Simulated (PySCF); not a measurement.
C$_{4}$H$_{6}$F$_{2}$N (SMILES [H]/N=C(\C)[C](F)CF) (doublet)

| atom | x (Å) | y (Å) | z (Å) |
| --- | --- | --- | --- |
| C | -1.8182 | -0.5780 | -0.0288 |
| C | -0.5379 | 0.2144 | 0.0332 |
| N | -0.4728 | 1.5034 | 0.1765 |
| C | 0.6902 | -0.4520 | -0.0671 |
| F | 0.7340 | -1.7783 | -0.2173 |
| C | 1.9990 | 0.2573 | -0.0134 |
| F | 3.0479 | -0.6053 | -0.1363 |
| H | -2.3860 | -0.4262 | 0.8885 |
| H | -1.6257 | -1.6392 | -0.1544 |
| H | -2.4254 | -0.2255 | -0.8617 |
| H | -1.3860 | 1.9448 | 0.2457 |
| H | 2.0688 | 0.9954 | -0.8240 |
| H | 2.1079 | 0.7897 | 0.9413 |

Geometry: GFN2-xTB.

The calculation used UKS B3LYP, pcH-1 on C F H N, non-relativistic, mean-field spin-orbit, GIAO (PySCF 2.14.0, density-fitted response routines).

> What can the converged electron density, electron localisation function and spin density tell about the bonding?

C–N (1.30 Å): ρ at the midpoint is about 2.6 e/Å³; the ELF peaks at about 0.90 between the atoms (localised, covalent bonding).
C–F (1.34 Å): the density is about 2.3 e/Å³ at the midpoint; the ELF peaks at about 0.85 between the atoms, as expected for a shared but strongly polarised pair.
C–C (1.40 Å): ρ is about 2.1 e/Å³ halfway; the ELF peaks at about 0.95 between the atoms (localised, covalent bonding).
N–H (1.02 Å): the density is about 2.8 e/Å³ at the midpoint; the ELF climbs to about 1 towards the hydrogen, as it does in any bond to H: an ordinary covalent bond to hydrogen.
The unpaired spin (1 electron) lies mostly on C4 (about 0.4), N3 (about 0.4) and F5 (about 0.1), in electrons by Hirshfeld's partition.

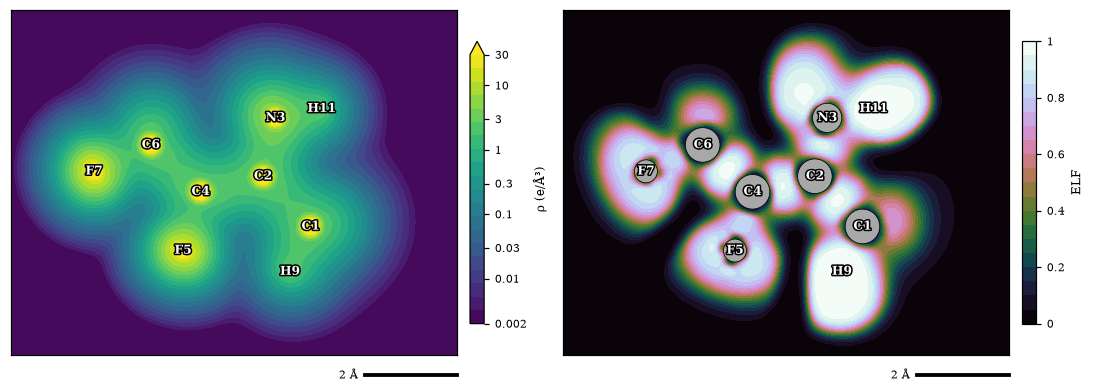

Computed electron density and electron localisation function on the plane of atoms C2, N3 and H11, in this order. Grey discs cover the atomic cores in the ELF map. 
